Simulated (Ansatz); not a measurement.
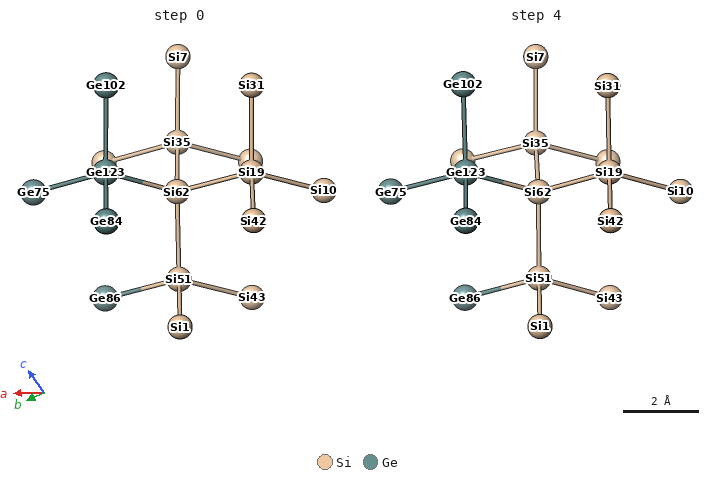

The structure of crystalline Si$_{72}$Ge$_{56}$ (a generated structure, set up in P1) before (left) and after (right) a relaxation, at one scale.

The picture is a ball-and-stick view of the atoms within 4.2 Å of the atom that moves most (axes of the cell of the calculation), seen from a free direction.

The calculation used Ansatz, DFT, PBEsol, PAW, plane waves. Set-up: plane-wave cutoff 420 eV; k-point mesh 1 × 1 × 1; mesh shifted by (0.5, 0.5, 0.5); no spin polarisation; cell relaxed at fixed shape; force threshold 0.03 eV/Å; at most 80 steps.

**Describe what moved and what it gained.**

Over 4 geometry steps the energy falls by 15.7 meV per atom. Largest force component: 0.84 eV/Å at the start, 0.025 eV/Å at the end. Pressure: −0.26 GPa at the start and −0.01 GPa at the end. The largest move relative to the cell is that of a Si atom, 0.11 Å along [−3 −2 −1]. Largest moves by element: Si 0.11 Å, Ge 0.11 Å. The drawn cell changes as follows: a = b = c 15.668 → 15.643 Å (−0.2 %); the volume changes by −0.5 %. Some distances before and after: Ge–Ge 2.367 → 2.431 Å, Si–Si 2.425 → 2.375 Å, Si–Si 2.412 → 2.364 Å, Ge–Ge 2.392 → 2.434 Å. Among the angles between lasting bonds that change: Si–Si–Si 110.9° → 107.0°, Si–Si–Si 108.0° → 111.1°, Ge–Ge–Ge 110.3° → 108.0°. The space group stays P1 (No. 1). The run took 7.1 s on 1 × NVIDIA GB200 with 8 threads of Arm Neoverse-V2, peak memory 2.5 GiB.
